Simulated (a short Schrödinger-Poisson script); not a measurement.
System: MOS inversion layer, SiO2 on p-type Ge(100), at 300 K.

| layer | material | thickness (nm) | Na (cm⁻³) |
|---|---|---|---|
| 1 | SiO2 | 1.7 | - |
| 2 | Ge | 670 | 3.8e17 |

Constants are typed, rounded textbook-type inputs, not results; the design itself was drawn at random and stands for no fabricated device. SiO2: permittivity 3.9, conduction-band edge (eV) 3.1, gap (eV) 9, electron mass (mₑ) 0.5. Ge: permittivity 16, conduction-band edge (eV) 0, gap (eV) 0.664, Nv at 300 K (cm⁻³) 6e18.

Channel valleys (confinement mass, in-plane density-of-states mass, number): L4 0.12, 0.295, 4. At the gate the conduction-band edge of layer 1 lies 3.46 eV − eVg above the Fermi level of the channel; the field vanishes at the back. Gaps are held at their typed values at every temperature. Mesh 0.03 nm at interfaces.

Solved with a short Schrödinger-Poisson script written for these runs: 1D Poisson equation in equilibrium, electrons quantum, Hartree (BenDaniel-Duke, 12 states a valley, the channel's in-plane mass for all, wave functions free to enter the dielectric), parabolic valleys, classical holes, full ionisation, no traps, pinning or gate leakage.

Only gate voltages with over 1e8 electrons/cm² are shown.

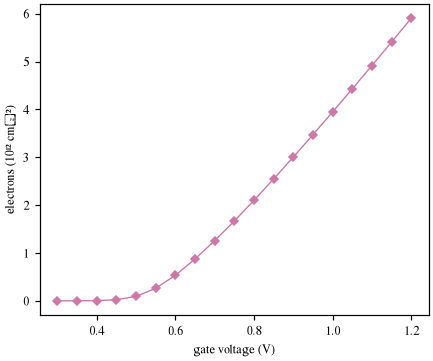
Figure. Sheet density against gate voltage

```
Vg (V)  electrons (cm⁻²)  C (μF/cm²)  L4 E0 (meV)  L4 E1 (meV)
------  ----------------  ----------  -----------  -----------
0.3               2.55e8       0.290        281.3        355.2
0.35              1.16e9       0.280        241.8        319.1
0.4               5.38e9       0.286        202.1        282.5
0.45             2.41e10       0.347        163.2        246.5
0.5              9.31e10       0.547        128.1        214.2
0.55             2.62e11       0.839        101.1        189.9
0.6              5.33e11        1.07         82.4        173.8
0.65             8.73e11        1.21         69.2        163.2
0.7              1.26e12        1.31         59.3        155.8
0.75             1.67e12        1.37         51.5        150.4
0.8              2.10e12        1.42         45.1        146.3
0.85             2.55e12        1.46         39.6        143.1
0.9              3.00e12        1.49         34.8        140.5
0.95             3.47e12        1.52         30.6        138.4
1                3.95e12        1.54         26.7        136.6
1.05             4.43e12        1.56         23.2        135.2
1.1              4.92e12        1.57         20.0        133.9
1.15             5.41e12        1.59         16.9        132.9
1.2              5.91e12        1.60         14.1        131.9
```

Subbands count from the Fermi level.

Only the L valleys are kept; under strong confinement the Δ valleys of Ge fill too.
